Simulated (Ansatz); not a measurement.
ClFGaHOSi

Input file:

```
crystal:
  periodic: [false, false, false]
  atoms:
    - {symbol: Cl, position_ang: [-2.036842, 3.439764, -0.862793]}
    - {symbol: F, position_ang: [-0.368865, 1.196685, -1.829819]}
    - {symbol: Ga, position_ang: [-4.381255, -0.030880, -2.174679]}
    - {symbol: O, position_ang: [-2.934899, 1.039992, -2.489764]}
    - {symbol: Si, position_ang: [-1.662441, 2.031635, -2.323657]}
    - {symbol: H, position_ang: [-1.306786, 2.720279, -3.578642]}
basis:
  gaussian:
    orbitals: def2-TZVPD
hamiltonian:
  xc: {name: PBE0}
output: {forces: true, orbitals: {seedname: orbitals}}
```

Run with:

```sh
ansatz run input.yaml --threads 1 --pin off --max-ram 2610MiB --events-out events.jsonl --progress --plain --runs-dir runs
```

Geometry: r2SCAN-D4/def2-SVP.

Theory: Ansatz, isolated molecule in a Gaussian basis; Kohn-Sham density functional theory, functional PBE0.

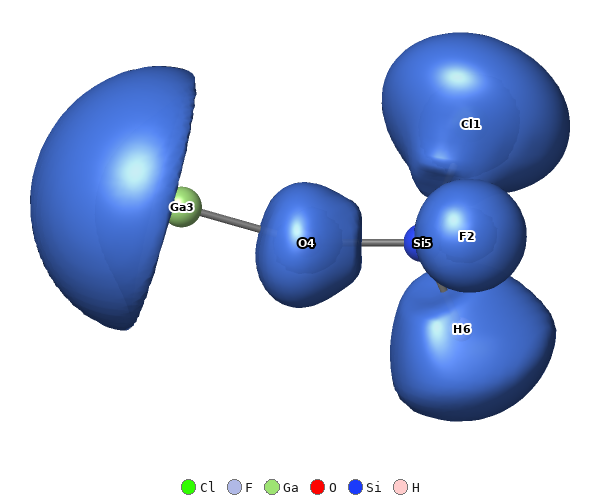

Figure 1. Isosurface of the electron localisation function at 0.75 (blue), seen at a tilt. Core shells and regions of very low density are left out.

Identify the bonds, lone pairs and shells in this picture.

At this value the surface marks out one region around a hydrogen nucleus, one region on Cl in which the atom's valence shell and bonds are merged, one lobe on Ga, pointing away from the bonds (lone pairs), one region wrapped around F (its valence shell) and one region wrapped around O (its valence shell). Along the contacts the grid gives the following. Si–F (1.62 Å): the ELF peaks at about 0.85 in the valence shell of F, 0.6 Å from its nucleus, and is about 0.55 at the midpoint. Si–O (1.62 Å): the ELF peaks at about 0.85 between the atoms: a polar covalent bond.

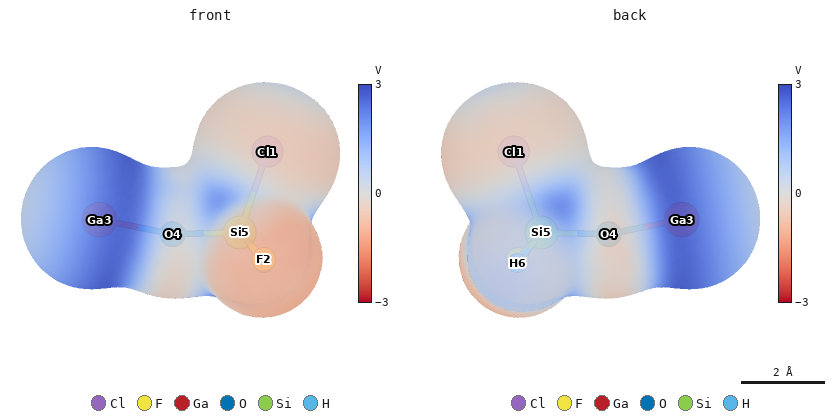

Figure 2. The molecular electrostatic potential painted on the density surface at 0.004 e/bohr³, seen from the front and from behind; red is negative and blue positive.

Describe the electrostatic potential map.

The most negative region (about −1.1 V) lies over F2, the most positive (about +2.6 V) over Ga3. Cl1 shows a σ-hole: about +0.3 V at the tip opposite its bond, against about −0.4 V on its flanks.

How polar is the molecule by this calculation?

Its dipole moment is 3.00 D.

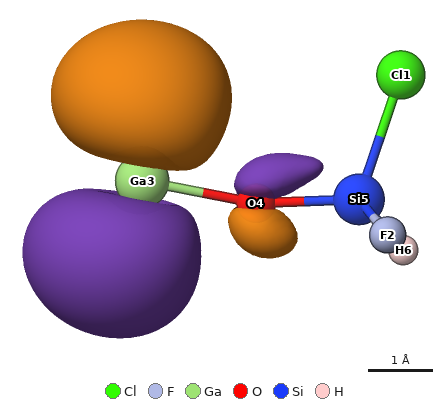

Figure 3. One frontier orbital at ±0.1 Å⁻³ᐟ² (orange and purple are the two phases), seen across its widest extent.

Which orbital is it: HOMO or LUMO?

The LUMO, at −1.58 eV. By Hirshfeld shares it lies mainly on Ga3 (about 90 %).

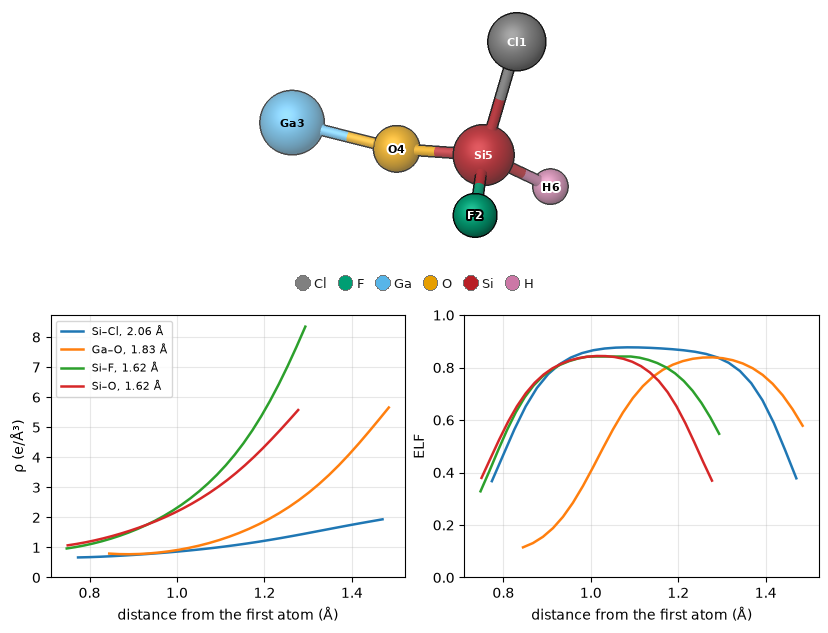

Figure 4. Total electron density and ELF along straight lines between neighbouring atoms. The curves leave out the atomic cores. The structure is drawn too.

Compare the contacts.

Si–Cl (2.06 Å): ρ is about 0.9 e/Å³ halfway; the ELF peaks at about 0.90 between the atoms; a shared but strongly polarised pair.
Ga–O (1.83 Å): ρ at the midpoint is about 0.78 e/Å³; the ELF peaks at about 0.85 in the valence shell of O, 0.5 Å from its nucleus, and is about 0.20 at the midpoint.
Si–F (1.62 Å): ρ is about 1.1 e/Å³ halfway; the ELF peaks at about 0.85 in the valence shell of F, 0.6 Å from its nucleus, and is about 0.55 at the midpoint.
Si–O (1.62 Å): ρ at the midpoint is about 1.2 e/Å³; the ELF peaks at about 0.85 between the atoms, as expected for a polar covalent bond.
